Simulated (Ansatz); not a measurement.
System NaI2 (space group Fm-3m, No. 225); source of the atomic positions: the geometry relaxed with Ansatz 0.2.0, DFT PBE, scalar-relativistic, plane waves, PAW; the starting structure was generated, so it need not be a known form of this composition.

```cif
data_structure
_symmetry_space_group_name_H-M 'Fm-3m'
_symmetry_Int_Tables_number 225
_cell_length_a 7.7601
_cell_length_b 7.7601
_cell_length_c 7.7601
_cell_angle_alpha 90.000
_cell_angle_beta 90.000
_cell_angle_gamma 90.000
_cell_volume 467.31
loop_
_atom_site_label
_atom_site_type_symbol
_atom_site_symmetry_multiplicity
_atom_site_Wyckoff_symbol
_atom_site_fract_x
_atom_site_fract_y
_atom_site_fract_z
_atom_site_occupancy
Na1 Na 4 a 0.00000 0.00000 0.00000 1
I1 I 8 c 0.25000 0.75000 0.75000 1
```

Bonds are taken as I–Na below 3.8 Å. Simplification: prune 0- and 1-connected atoms, fold 2-connected ones into links.

What net does this leave?

The result is a binodal (4,8)-connected, three-periodic net: I is a 4-connected node; Na is an 8-connected node, in the ratio 2:1. It is the flu net, known from fluorite. It is a single net, without interpenetration.

```json
{"node": "I", "links": "4", "point symbol": "4^6", "coordination sequence": "4 22 24 82 64 182 124 322 204 502"}
{"node": "Na", "links": "8", "point symbol": "4^12.6^12.8^4", "coordination sequence": "8 12 48 42 128 92 248 162 408 252"}
```

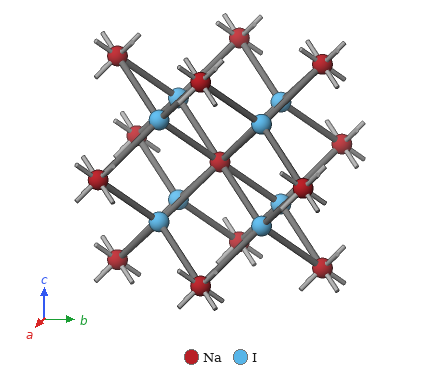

Nodes are coloured by element. Short stubs are edges that leave the cut-out.
